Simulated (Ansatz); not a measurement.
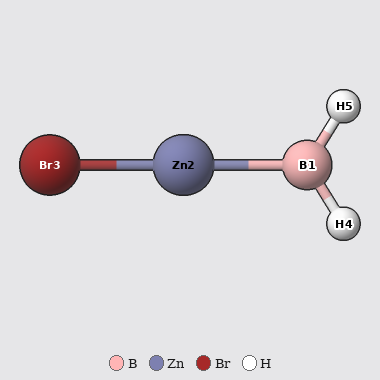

The system is BBrH₂Zn, SMILES [BH2][Zn][Br]; the picture shows the reference structure. First axis: bond length B1–Zn2. Second axis: bond length B1–H5. Nothing is relaxed (all other coordinates rigid). Grid: 15 × 15 points. Points are written as (first, second). All energies are given in eV relative to the relaxed molecule at the same level. Computed with RHF/def2-TZVP in Ansatz.

Its coordinates:

```xyz
5

B    -0.6831    0.5938   -0.4858
Zn    0.7342   -0.6382    0.5233
Br    2.2666   -1.9706    1.6116
H    -1.5932    0.1293   -1.0961
H    -0.6049    1.7812   -0.4684
```

Range: bond length B1–Zn2 from 1.833 to 2.985 Å; bond length B1–H5 from 1.000 to 1.547 Å.

**Predict the map.**

The lowest grid point is at (2.162 Å, 1.195 Å), 0.0046 eV from the relaxed molecule at the same level. No other kind of well shows on this grid. The highest grid point, (2.985 Å, 1.547 Å), lies 2.52 eV above the lowest. Round the minimum the two coordinates are nearly uncoupled.

| bond length B1–H5 ↓, bond length B1–Zn2 → | 1.833 | 1.916 | 1.998 | 2.080 | 2.162 | 2.245 | 2.327 | 2.409 | 2.491 | 2.573 | 2.656 | 2.738 | 2.820 | 2.902 | 2.985 |
| --- | --- | --- | --- | --- | --- | --- | --- | --- | --- | --- | --- | --- | --- | --- | --- |
| 1.547 | 1.53 | 1.21 | 1.02 | 0.94 | 0.93 | 0.99 | 1.09 | 1.22 | 1.38 | 1.55 | 1.74 | 1.93 | 2.13 | 2.33 | 2.53 |
| 1.508 | 1.38 | 1.06 | 0.87 | 0.79 | 0.78 | 0.84 | 0.94 | 1.07 | 1.23 | 1.40 | 1.59 | 1.78 | 1.97 | 2.17 | 2.37 |
| 1.469 | 1.24 | 0.91 | 0.72 | 0.64 | 0.64 | 0.69 | 0.79 | 0.92 | 1.08 | 1.25 | 1.44 | 1.63 | 1.82 | 2.02 | 2.22 |
| 1.430 | 1.10 | 0.78 | 0.59 | 0.50 | 0.50 | 0.55 | 0.65 | 0.78 | 0.94 | 1.11 | 1.30 | 1.49 | 1.68 | 1.88 | 2.08 |
| 1.391 | 0.98 | 0.65 | 0.46 | 0.38 | 0.37 | 0.42 | 0.52 | 0.65 | 0.81 | 0.98 | 1.16 | 1.35 | 1.55 | 1.75 | 1.94 |
| 1.352 | 0.87 | 0.54 | 0.35 | 0.26 | 0.26 | 0.31 | 0.41 | 0.54 | 0.69 | 0.86 | 1.05 | 1.24 | 1.43 | 1.63 | 1.82 |
| 1.313 | 0.77 | 0.44 | 0.25 | 0.17 | 0.16 | 0.21 | 0.31 | 0.44 | 0.59 | 0.76 | 0.94 | 1.13 | 1.33 | 1.52 | 1.72 |
| 1.273 | 0.69 | 0.36 | 0.17 | 0.09 | 0.08 | 0.13 | 0.23 | 0.35 | 0.51 | 0.68 | 0.86 | 1.05 | 1.24 | 1.44 | 1.64 |
| 1.234 | 0.64 | 0.31 | 0.12 | 0.04 | 0.03 | 0.08 | 0.17 | 0.30 | 0.45 | 0.62 | 0.80 | 0.99 | 1.19 | 1.38 | 1.58 |
| 1.195 | 0.62 | 0.29 | 0.10 | 0.01 | 0.00 | 0.05 | 0.15 | 0.28 | 0.43 | 0.60 | 0.78 | 0.97 | 1.16 | 1.35 | 1.55 |
| 1.156 | 0.64 | 0.31 | 0.12 | 0.03 | 0.02 | 0.07 | 0.16 | 0.29 | 0.44 | 0.61 | 0.79 | 0.98 | 1.17 | 1.36 | 1.56 |
| 1.117 | 0.70 | 0.37 | 0.18 | 0.09 | 0.08 | 0.13 | 0.22 | 0.35 | 0.50 | 0.67 | 0.85 | 1.03 | 1.23 | 1.42 | 1.61 |
| 1.078 | 0.82 | 0.48 | 0.29 | 0.20 | 0.19 | 0.24 | 0.33 | 0.46 | 0.61 | 0.78 | 0.96 | 1.14 | 1.34 | 1.53 | 1.72 |
| 1.039 | 1.00 | 0.66 | 0.47 | 0.38 | 0.37 | 0.42 | 0.51 | 0.64 | 0.79 | 0.95 | 1.13 | 1.32 | 1.51 | 1.70 | 1.90 |
| 1.000 | 1.26 | 0.92 | 0.73 | 0.64 | 0.63 | 0.68 | 0.77 | 0.89 | 1.04 | 1.21 | 1.39 | 1.58 | 1.77 | 1.96 | 2.15 |

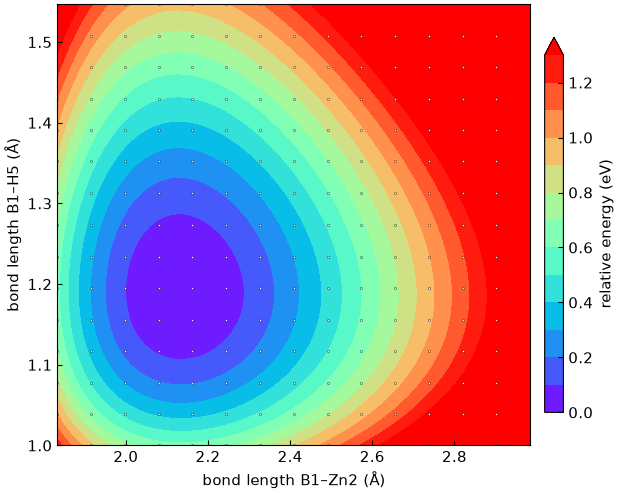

Drawn: filled contours, dots at the grid points, one colour for all values above the top of the scale. Between grid points the surface is interpolated.

Time for the 225 points that were run: 14 min on 1 thread of Arm Neoverse V2, with other jobs on the host.
